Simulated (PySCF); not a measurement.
**4-aminothiophenol: a tour of settings**

Which settings matter for 4-aminothiophenol (`Nc1ccc(S)cc1`), and how do bad ones show?

Computed with PySCF 2.14.0, with density-fitted response routines of our own, on a single molecule in the gas phase. Atoms are numbered from 0 throughout.

## 1. The starting structure

15 atoms, charge 0, multiplicity 1; geometry from: GFN2-xTB.

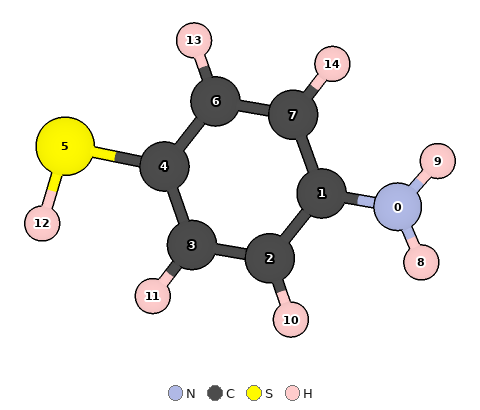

The starting geometry (nitrogen light blue, carbon dark grey, sulfur yellow, hydrogen pink), atoms numbered.

## 2. Shielding tensors: PBE0/pcSseg-1

Job settings and geometry (Å):

```
{"job": {"kind": "nmr", "xc": "PBE0", "basis": "pcSseg-1"}, "charge": 0, "multiplicity": 1}
N     -2.592663     0.171146    -0.059853
C     -1.218859     0.039467    -0.056648
C     -0.397000     1.153679     0.115552
C      0.974012     1.016561     0.196380
C      1.552891    -0.240512     0.101432
S      3.309713    -0.468468     0.191009
C      0.746609    -1.357874    -0.073353
C     -0.622575    -1.219409    -0.150726
H     -2.955246     1.085818    -0.273775
H     -3.115040    -0.591300    -0.459706
H     -0.841281     2.135969     0.189079
H      1.592062     1.892908     0.332424
H      3.607565     0.817990     0.361035
H      1.198840    -2.334825    -0.150198
H     -1.243442    -2.093162    -0.284563
```

With the program's defaults for keys left out, this is: GIAO PBE0/pcSseg-1 NMR shielding, non-relativistic, gas phase.

The run is started by

```console
$ OMP_NUM_THREADS=1 python probes_run.py task.json out
```

This one command runs all jobs of the session in turn.

What it wrote:

```text
coarse grid: 13544 points
cycle   1  E = -685.1695997615  dE =  1.462e+00  |g| = 4.093e-01  |ddm| = 3.964e+00
cycle   2  E = -685.1730409463  dE = -3.441e-03  |g| = 4.150e-01  |ddm| = 9.732e-01
cycle   3  E = -685.2151878937  dE = -4.215e-02  |g| = 3.963e-02  |ddm| = 4.355e-01
cycle   4  E = -685.2154803664  dE = -2.925e-04  |g| = 2.458e-02  |ddm| = 8.191e-02
cycle   5  E = -685.2156178428  dE = -1.375e-04  |g| = 7.953e-03  |ddm| = 3.154e-02
cycle   6  E = -685.2156344016  dE = -1.656e-05  |g| = 2.819e-03  |ddm| = 1.205e-02
cycle   7  E = -685.2156364248  dE = -2.023e-06  |g| = 4.684e-04  |ddm| = 3.503e-03
final grid: 127592 points
cycle   8  E = -685.2623458704  dE = -3.367e-05  |g| = 8.914e-03  |ddm| = 5.260e-02
cycle   9  E = -685.2623366022  dE =  9.268e-06  |g| = 1.075e-02  |ddm| = 2.141e-02
cycle  10  E = -685.2623658298  dE = -2.923e-05  |g| = 7.489e-04  |ddm| = 1.237e-02
cycle  11  E = -685.2623659344  dE = -1.045e-07  |g| = 3.808e-04  |ddm| = 1.126e-03
cycle  12  E = -685.2623659723  dE = -3.794e-08  |g| = 8.824e-05  |ddm| = 4.846e-04
cycle  13  E = -685.2623659742  dE = -1.914e-09  |g| = 3.355e-05  |ddm| = 1.182e-04
cycle  14  E = -685.2623659745  dE = -2.594e-10  |g| = 7.124e-06  |ddm| = 3.678e-05
converged SCF energy = -685.2623659745

GIAO shielding tensors (ppm)
atom      isotropic    diamagn.    paramagn.     s11        s22        s33       span
  0 N      193.188     316.031    -122.843    160.295    162.287    256.981     96.685
  1 C       38.212     254.250    -216.038    -50.105      9.239    155.503    205.608
  2 C       69.269     253.755    -184.485    -18.097     63.963    161.941    180.038
  3 C       53.870     252.189    -198.318    -46.716     58.596    149.731    196.447
  4 C       59.572     262.630    -203.059    -32.112     56.752    154.075    186.186
  5 S      515.577    1053.835    -538.258    333.481    392.671    820.580    487.098
  6 C       56.064     250.331    -194.267    -47.895     47.641    168.446    216.341
  7 C       69.305     253.322    -184.017    -18.532     62.805    163.643    182.175
  8 H       28.478      31.322      -2.845     21.616     27.441     36.376     14.761
  9 H       28.469      31.133      -2.664     21.589     27.337     36.481     14.892
 10 H       25.173      32.315      -7.142     21.490     25.224     28.806      7.316
 11 H       24.692      32.934      -8.242     20.571     24.216     29.289      8.718
 12 H       28.420      29.351      -0.931     21.452     27.720     36.089     14.636
 13 H       24.600      30.940      -6.339     20.577     24.057     29.167      8.590
 14 H       25.075      31.867      -6.792     21.407     25.255     28.564      7.157
```

It took 23 s on 1 thread of Arm Neoverse V2, shared host; peak memory 0.89 GiB.

Shifts follow as δ = σ(reference) − σ, with reference shieldings (ppm) from runs at the same level and on the same kind of geometry: 1H TMS 31.72, 13C TMS 186.9, 15N NH3 267.7, 33S CS2 504. The references are single molecules in the gas phase, so shifts against H2O, NH3, PH3, H3PO4 or CFCl3 are not on the usual liquid scales and can be off by tens of ppm. Atoms listed in one row are averaged.

```csv
atoms,environment,σ (ppm),δ (ppm),δ scaled to CDCl3
C1,aromatic carbon bearing nitrogen,38.2,148.7,143.2
"C3, C6",aromatic CH,55.0,132.0,126.9
C4,aromatic carbon bearing sulfur,59.6,127.4,118.0
"C2, C7",aromatic CH,69.3,117.6,112.9
"H11, H13",hydrogen on an aromatic CH,24.65,7.07,6.77
"H10, H14",hydrogen on an aromatic CH,25.12,6.59,6.32
H12,hydrogen on a thiol sulfur,28.42,3.30,–
"H8, H9",hydrogen on an aniline-type nitrogen,28.47,3.24,–
N0,aniline-type nitrogen,193.2,74.5,–
S5,thiol sulfur,516,-12,–
```

The scaled column applies a straight-line fit of computed shieldings to shifts measured in CDCl3, with any fitted terms for Cl, Br or S neighbours (root-mean-square error 0.16 ppm for H, 1.9 ppm for C).

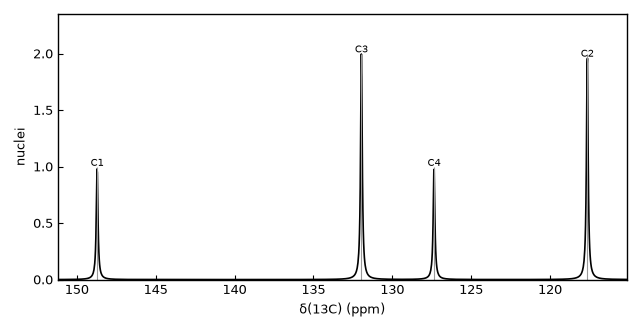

13C lines at the computed shifts, without couplings. Lines are broadened to a width of 0.12 ppm (Lorentzian).

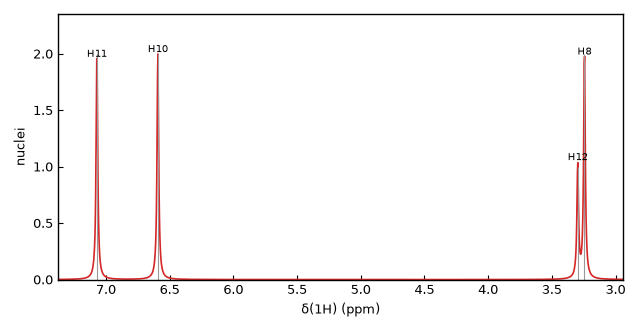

1H lines at the computed shifts, without couplings. Lines are broadened to a width of 0.02 ppm (Lorentzian).

Charges from the same density, by scheme (e):

```csv
atoms,Mulliken,IAO,Hirshfeld,ESP fit
N0,-0.41,-0.51,-0.20,-0.81
C1,0.05,0.12,0.05,0.51
"C2, C7",-0.06,-0.20,-0.07,-0.45
"C3, C6",0.01,-0.16,-0.06,0.03
C4,-0.37,-0.12,-0.03,-0.20
S5,0.00,-0.01,-0.05,-0.27
```

Hirshfeld charges:

N0 -0.20; C1 0.05; C2 -0.07; C3 -0.06; C4 -0.03; S5 -0.05; C6 -0.06; C7 -0.07; H8 0.13; H9 0.13; H10 0.05; H11 0.05; H12 0.06; H13 0.05; H14 0.05

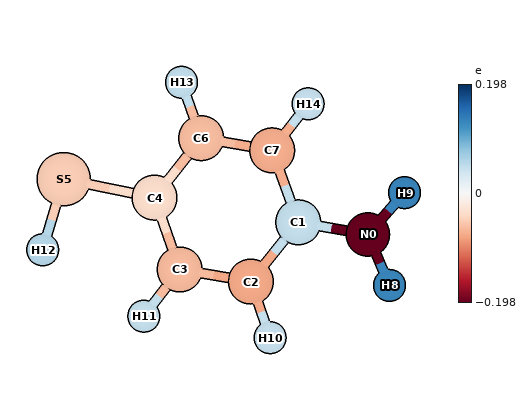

Hirshfeld charges, as colours on the atoms.

Mayer bond orders: N0–C1 1.15, C1–C2 1.34, C2–C3 1.49, C3–C4 1.36, C4–S5 1.07, C4–C6 1.37, C6–C7 1.49, C7–C1 1.34.

Ring of atoms C1, C2, C3, C4, C6, C7: NICS(0) -8.3, NICS(1) -9.8, NICS(1)zz -23.3 ppm (means of both faces).

The fields below are evaluated on a grid from the run's orbitals.

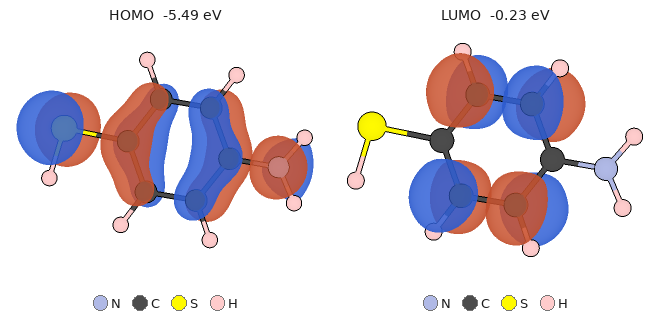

Frontier orbitals at PBE0/pcSseg-1; each surface holds 70 % of the orbital's density, blue and red mark the sign.

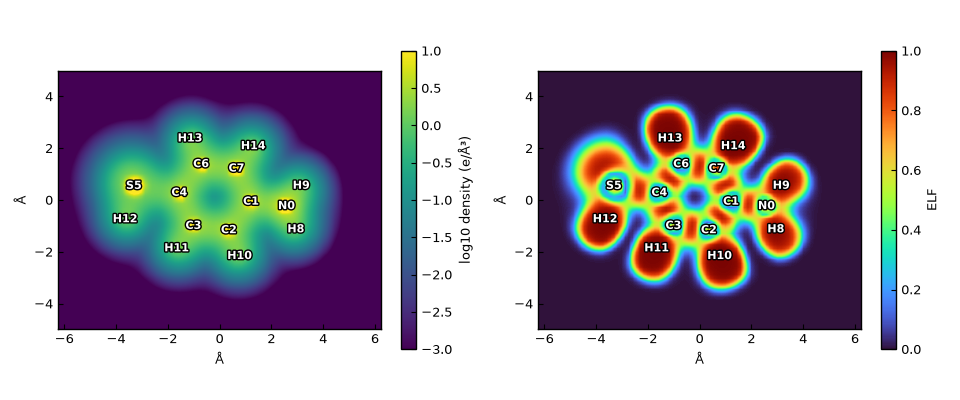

Density (left) and ELF (right) in a plane through or near 15 of the atoms.

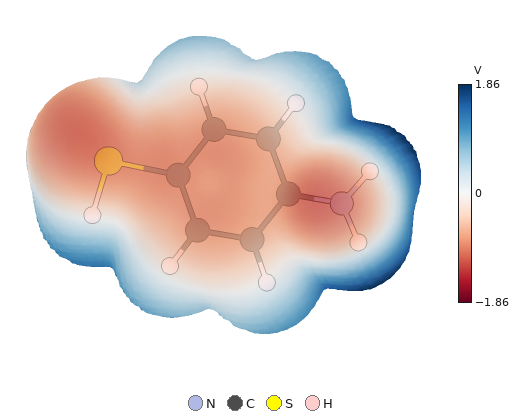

Electrostatic potential on the surface of density 0.002 e/bohr³; red is low, blue high. It runs, from the 1st to the 99th percentile, from -1.12 V near N0 to 1.86 V near H9.

## 3. TDDFT and polarisability: PBE0/def2-SVPD

Same as in step 2 but for these lines:

```diff
@@ -1,2 +1,2 @@
-{"job": {"kind": "nmr", "xc": "PBE0", "basis": "pcSseg-1"}, "charge": 0, "multiplicity": 1}
+{"job": {"kind": "uv", "xc": "PBE0", "basis": "def2-SVPD", "nstates": 6, "ntriplets": 2}, "charge": 0, "multiplicity": 1}
 N     -2.592663     0.171146    -0.059853
```

Method: TDDFT PBE0/def2-SVPD, vertical, gas phase, core orbitals frozen in the response.

What it wrote:

```text
coarse grid: 13544 points
cycle   1  E = -684.8938149980  dE =  1.382e+00  |g| = 3.904e-01  |ddm| = 1.080e+01
cycle   2  E = -684.8928347881  dE =  9.802e-04  |g| = 4.126e-01  |ddm| = 3.242e+00
cycle   3  E = -684.9369755796  dE = -4.414e-02  |g| = 4.081e-02  |ddm| = 1.297e+00
cycle   4  E = -684.9372946761  dE = -3.191e-04  |g| = 2.526e-02  |ddm| = 2.522e-01
cycle   5  E = -684.9374526479  dE = -1.580e-04  |g| = 8.959e-03  |ddm| = 9.766e-02
cycle   6  E = -684.9374752760  dE = -2.263e-05  |g| = 2.052e-03  |ddm| = 3.350e-02
cycle   7  E = -684.9374764015  dE = -1.125e-06  |g| = 6.153e-04  |ddm| = 1.020e-02
final grid: 127592 points
cycle   8  E = -685.0105605998  dE = -3.694e-05  |g| = 8.690e-03  |ddm| = 3.696e-01
cycle   9  E = -685.0105489812  dE =  1.162e-05  |g| = 1.085e-02  |ddm| = 6.711e-02
cycle  10  E = -685.0105807647  dE = -3.178e-05  |g| = 7.950e-04  |ddm| = 3.399e-02
cycle  11  E = -685.0105808908  dE = -1.261e-07  |g| = 3.992e-04  |ddm| = 4.111e-03
cycle  12  E = -685.0105809340  dE = -4.316e-08  |g| = 8.935e-05  |ddm| = 1.615e-03
cycle  13  E = -685.0105809359  dE = -1.913e-09  |g| = 3.710e-05  |ddm| = 3.351e-04
cycle  14  E = -685.0105809362  dE = -3.336e-10  |g| = 7.078e-06  |ddm| = 1.278e-04
converged SCF energy = -685.0105809362

Static polarisability (au): isotropic 101.991, principal 61.264 96.778 147.932

Singlet excitations
state   eV       nm        f      main configurations
  1   4.2638    290.8   0.02886   H->L 0.95
  2   4.6251    268.1   0.00123   H->L+2 0.92
  3   5.0666    244.7   0.30438   H->L+1 0.86
  4   5.2505    236.1   0.04665   H->L+3 0.90
  5   5.4214    228.7   0.00949   H->L+4 0.91
  6   5.8657    211.4   0.00346   H->L+5 0.97

Triplet excitations (Tamm-Dancoff, eV): 3.4444 3.6030
```

Run time: 32 s. Hardware: 1 thread of Arm Neoverse V2, shared host; peak memory 0.96 GiB.

Frontier orbitals and where they lie:

```csv
orbital,eV,atoms
HOMO−3,-9.47,"S5 52 %, C4 14 %, C3 9 %"
HOMO−2,-7.53,"S5 41 %, N0 19 %, C4 9 %"
HOMO−1,-7.47,"C7 22 %, C6 21 %, C3 19 %"
HOMO,-5.55,"S5 26 %, N0 17 %, C4 14 %"
LUMO,-0.36,"C3 18 %, C7 18 %, C2 18 %"
LUMO+1,0.15,"C4 19 %, C1 19 %, C6 10 %"
LUMO+2,0.30,"S5 45 %, H12 16 %, H11 8 %"
```

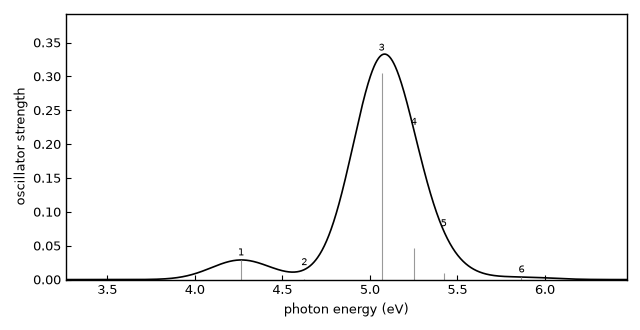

Absorption spectrum from the 6 singlet states computed; above the last one it falls off for lack of states. Lines are broadened to a width of 0.40 eV (Gaussian).

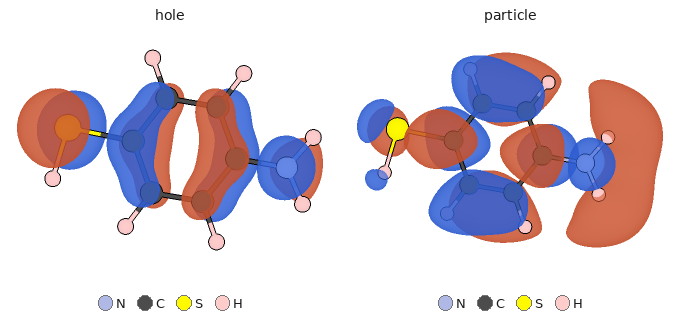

Leading natural transition orbitals of singlet state 3: the electron leaves the hole (left) for the particle orbital (right).

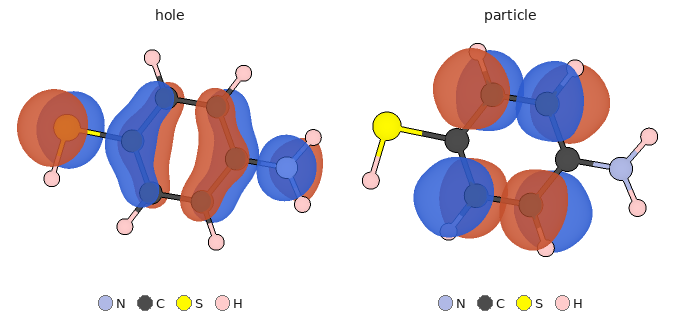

Leading natural transition orbitals of singlet state 1: the electron leaves the hole (left) for the particle orbital (right).

Ground-state properties from the same run:

```csv
property,computed
dipole moment (D),2.85
polarisability (Å³),15.11
HOMO–LUMO gap (eV),5.20
−ε(HOMO) (eV),5.55
```

## 4. Shielding tensors: LC-wPBE/LANL2DZ

Same as in step 3 but for these lines:

```diff
@@ -1,2 +1,2 @@
-{"job": {"kind": "uv", "xc": "PBE0", "basis": "def2-SVPD", "nstates": 6, "ntriplets": 2}, "charge": 0, "multiplicity": 1}
+{"job": {"kind": "nmr", "xc": "LC-wPBE", "basis": "LANL2DZ", "pop": true, "scf": {"conv": 0.1, "max_cycle": 80}}, "charge": 0, "multiplicity": 1}
 N     -2.592663     0.171146    -0.059853
```

Level: GIAO LC-wPBE/LANL2DZ NMR shielding, non-relativistic, gas phase.

What it wrote:

```text
final grid: 127592 points
cycle   1  E = -297.1129478950  dE =  4.778e-01  |g| = 8.738e-01  |ddm| = 5.211e+00
cycle   2  E = -297.3379018038  dE = -2.250e-01  |g| = 5.974e-01  |ddm| = 2.877e+00
cycle   3  E = -297.4539307880  dE = -1.160e-01  |g| = 7.447e-02  |ddm| = 1.274e+00
cycle   4  E = -297.4575236706  dE = -3.593e-03  |g| = 3.818e-02  |ddm| = 2.924e-01
converged SCF energy = -297.4575236706

GIAO shielding tensors (ppm)
atom      isotropic    diamagn.    paramagn.     s11        s22        s33       span
  0 N      212.155     316.834    -104.678    179.788    191.807    264.871     85.084
  1 C       60.415     251.754    -191.339    -35.728     35.220    181.753    217.481
  2 C       88.167     265.772    -177.605      3.667     76.750    184.084    180.417
  3 C       74.508     259.296    -184.788    -23.802     75.604    171.722    195.525
  4 C       70.777     251.153    -180.375    -20.585     62.342    170.575    191.161
  5 S          nan         nan         nan        nan        nan        nan        nan
  6 C       70.688     256.026    -185.338    -27.366     60.819    178.612    205.978
  7 C       85.020     265.622    -180.602     -0.347     76.135    179.273    179.620
  8 H       30.253      30.378      -0.125     21.882     29.178     39.699     17.817
  9 H       30.219      30.247      -0.028     21.718     29.075     39.863     18.145
 10 H       26.050      32.997      -6.947     21.323     27.871     28.957      7.634
 11 H       24.997      32.492      -7.495     18.840     26.917     29.234     10.395
 12 H       31.422      31.880      -0.457     24.713     31.848     37.706     12.994
 13 H       26.009      29.869      -3.860     22.766     26.278     28.983      6.216
 14 H       26.242      32.274      -6.032     22.951     27.108     28.669      5.718
```

Run time: 10 s. Hardware: 1 thread of Arm Neoverse V2, shared host; peak memory 0.61 GiB.

It converged, yet the result is unsound: the shieldings of some atoms came out as not-a-number; the SCF threshold of 0.1 Eh is far too loose; the basis LANL2DZ leaves the core to a potential or lacks core functions, which properties at the nuclei need.

## 5. Nuclear shieldings: X3LYP/6-311G**

Same as in step 4 but for these lines:

```diff
@@ -1,2 +1,2 @@
-{"job": {"kind": "nmr", "xc": "LC-wPBE", "basis": "LANL2DZ", "pop": true, "scf": {"conv": 0.1, "max_cycle": 80}}, "charge": 0, "multiplicity": 1}
+{"job": {"kind": "nmr", "xc": "X3LYP", "basis": "6-311G**", "pop": false}, "charge": 0, "multiplicity": 1}
 N     -2.592663     0.171146    -0.059853
```

With the program's defaults for keys left out, this is: GIAO X3LYP/6-311G** NMR shielding, non-relativistic, gas phase.

What it wrote:

```text
coarse grid: 13544 points
cycle   1  E = -685.6503248249  dE =  1.411e+00  |g| = 4.861e-01  |ddm| = 3.730e+00
cycle   2  E = -685.6420837690  dE =  8.241e-03  |g| = 5.264e-01  |ddm| = 8.909e-01
cycle   3  E = -685.7098205131  dE = -6.774e-02  |g| = 4.755e-02  |ddm| = 4.705e-01
cycle   4  E = -685.7102017935  dE = -3.813e-04  |g| = 3.180e-02  |ddm| = 9.432e-02
cycle   5  E = -685.7104402116  dE = -2.384e-04  |g| = 7.572e-03  |ddm| = 3.503e-02
cycle   6  E = -685.7104502059  dE = -9.994e-06  |g| = 4.754e-03  |ddm| = 1.140e-02
cycle   7  E = -685.7104563181  dE = -6.112e-06  |g| = 5.080e-04  |ddm| = 4.755e-03
final grid: 127592 points
cycle   8  E = -685.7062114708  dE = -3.318e-05  |g| = 6.244e-03  |ddm| = 4.426e-02
cycle   9  E = -685.7062073295  dE =  4.141e-06  |g| = 7.353e-03  |ddm| = 1.065e-02
cycle  10  E = -685.7062203429  dE = -1.301e-05  |g| = 5.941e-04  |ddm| = 6.581e-03
cycle  11  E = -685.7062204118  dE = -6.893e-08  |g| = 3.132e-04  |ddm| = 8.392e-04
cycle  12  E = -685.7062204331  dE = -2.130e-08  |g| = 9.793e-05  |ddm| = 3.155e-04
cycle  13  E = -685.7062204358  dE = -2.641e-09  |g| = 2.657e-05  |ddm| = 1.210e-04
cycle  14  E = -685.7062204359  dE = -1.485e-10  |g| = 1.019e-05  |ddm| = 2.958e-05
converged SCF energy = -685.7062204359

GIAO shielding tensors (ppm)
atom      isotropic    diamagn.    paramagn.     s11        s22        s33       span
  0 N      194.421     314.023    -119.603    159.363    160.543    263.356    103.992
  1 C       35.808     257.974    -222.166    -51.153      6.049    152.529    203.682
  2 C       69.056     254.298    -185.242    -18.391     67.026    158.532    176.922
  3 C       53.078     253.390    -200.312    -47.608     60.870    145.971    193.579
  4 C       57.695     261.739    -204.044    -34.482     57.326    150.239    184.721
  5 S      502.587    1051.925    -549.338    332.320    363.644    811.796    479.476
  6 C       55.872     251.905    -196.034    -47.955     50.041    165.529    213.484
  7 C       69.085     253.771    -184.685    -18.951     65.873    160.334    179.286
  8 H       29.204      31.248      -2.044     22.503     28.527     36.582     14.079
  9 H       29.198      31.124      -1.925     22.477     28.447     36.671     14.193
 10 H       25.821      32.601      -6.780     22.372     25.409     29.683      7.311
 11 H       25.280      32.942      -7.661     21.373     24.316     30.152      8.779
 12 H       28.936      30.251      -1.315     22.115     28.265     36.428     14.312
 13 H       25.250      30.920      -5.669     21.446     24.278     30.027      8.581
 14 H       25.733      32.069      -6.336     22.295     25.425     29.478      7.184
```

Run time: 19 s. Hardware: 1 thread of Arm Neoverse V2, shared host; peak memory 0.84 GiB.

This run: δ C1 150.1, C3 131.5, C4 128.2, C2 116.9, H11 6.96, H10 6.45 ppm (means over like atoms).

## 6. NMR shieldings: PBE0/cc-pCVDZ

Same as in step 5 but for these lines:

```diff
@@ -1,2 +1,2 @@
-{"job": {"kind": "nmr", "xc": "X3LYP", "basis": "6-311G**", "pop": false}, "charge": 0, "multiplicity": 1}
+{"job": {"kind": "nmr", "xc": "PBE0", "basis": "cc-pCVDZ", "pop": false, "scf": {"level_shift": 2.0, "diis": false, "max_cycle": 61}}, "charge": 0, "multiplicity": 1}
 N     -2.592663     0.171146    -0.059853
```

Method: PBE0/cc-pCVDZ.

What it wrote:

```text
KeyError: 'Element h (Z=1) not found in basis cc-pCVDZ version 0'
```

Run time: 0.02 s. Hardware: 1 thread of Arm Neoverse V2, shared host.

**What went wrong.** The basis cc-pCVDZ has no functions for an element of the molecule, so the input was refused before any integral. The remedy is to choose a basis that covers all elements.

## 7. Side by side: NMR shifts

Shifts (ppm) of some atoms, chosen among heavy atoms and hydrogens apart, means over like atoms, with basis size and wall time:

```csv
run,C1,C3,C4,C2,H10,H8,N0,functions,time
PBE0/pcSseg-1,148.7,132.0,127.4,117.6,6.59,3.24,74.5,178,23 s
X3LYP/6-311G**,150.1,131.5,128.2,116.9,6.45,3.03,79.3,194,19 s
```

## 8. Outcome

| quantity | value |
| --- | --- |
| 13C shifts against TMS (PBE0/pcSseg-1, means over atoms taken as alike) | 148.7, 132.0, 127.4, 117.6 ppm |
| 1H shifts against TMS (PBE0/pcSseg-1, means over atoms taken as alike) | 7.07, 6.59, 3.30, 3.24 ppm |
| 15N shifts against NH3 (PBE0/pcSseg-1) | 74.5 ppm |
| 33S shifts against CS2 (PBE0/pcSseg-1) | -12 ppm |
| surface potential, 1st and 99th percentile | -1.12 V and 1.86 V |
| lowest singlet (PBE0/def2-SVPD) | 4.26 eV (291 nm), f = 0.029 |
| brightest single state of those computed | state 3, 5.07 eV, f = 0.304 |
| lowest triplet | 3.44 eV |
| range of the shift of N0 | 74.5 to 79.3 ppm |
| property runs in this session | 5, of which 1 failed and 1 gave unsound results |

In words: Single values in the summary come from the first run of each kind that ended normally (PBE0/pcSseg-1; PBE0/def2-SVPD), which need not be the best level. At PBE0/pcSseg-1: The largest span, 487 ppm, is at S5, where the paramagnetic term is -538 ppm. NICS(1)zz of -23 ppm above the planar ring from C1 marks a diatropic (aromatic) ring current. The lowest singlet, at 4.26 eV, is HOMO→LUMO 0.95 and is weak; of the 6 states computed, the strongest absorption comes from state 3 at 5.07 eV. The lowest triplet lies 0.82 eV below the lowest singlet (triplets in Tamm-Dancoff, singlets in full TDDFT). Among the atoms with a shift in every run: In ppm, N0 moves most: its shift spreads over 4.8 ppm, from 74.5 (PBE0/pcSseg-1) to 79.3 (X3LYP/6-311G**). Most of that comes from the computed reference, not from the atom's own shielding.
